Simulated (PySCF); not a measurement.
Input

```
{"job": {"kind": "uv", "xc": "PBE0", "basis": "def2-SVPD", "ip": true, "nstates": 10}, "charge": 0, "multiplicity": 1}
Si    -0.072743    -0.008747    -0.041986
N     -0.007020    -0.044429     1.682036
C      0.089958    -0.026037     2.874402
O      0.175079    -0.013033     4.039261
N      1.554007     0.085686    -0.609423
C      2.695822     0.120830    -0.964799
O      3.807750     0.157805    -1.320497
C     -0.985756     1.518061    -0.577870
H     -1.010438     1.591580    -1.675950
H     -0.493932     2.419721    -0.183042
H     -2.022390     1.500479    -0.207625
C     -0.824259    -1.595830    -0.647765
H     -1.852543    -1.709263    -0.271500
H     -0.233459    -2.457734    -0.303129
H     -0.852846    -1.615210    -1.748143
```

Launched as:

```sh
OMP_NUM_THREADS=1 python probes_run.py task.json out
```

Geometry: PBE0-D3(BJ)/def2-SVP.

Theory: PySCF, PBE0/def2-SVPD, SCF density, gas phase.

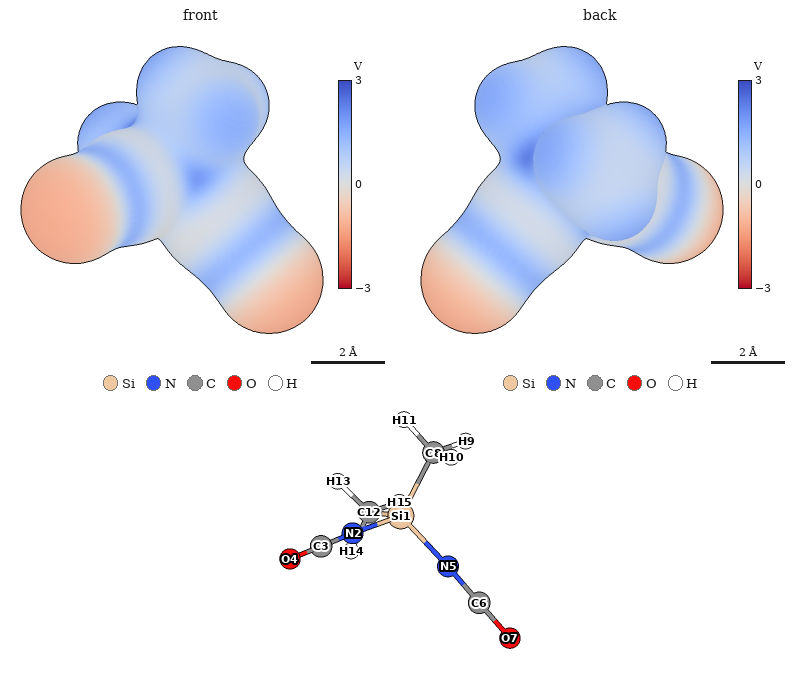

C4H6N2O2Si (SMILES C[Si](C)(N=C=O)N=C=O). The molecular electrostatic potential painted on the density surface at 0.004 e/bohr³, seen from the front and from behind; the colour scale runs from red (negative) to blue (positive). The bare structure is drawn below in the same view.

> Where is the surface potential most negative and most positive?

The most negative region (about −1.2 V) lies over O4 and O7, the most positive (about +2.0 V) over Si1.

> What dipole moment does the calculation give?

Its dipole moment is 3.60 D.
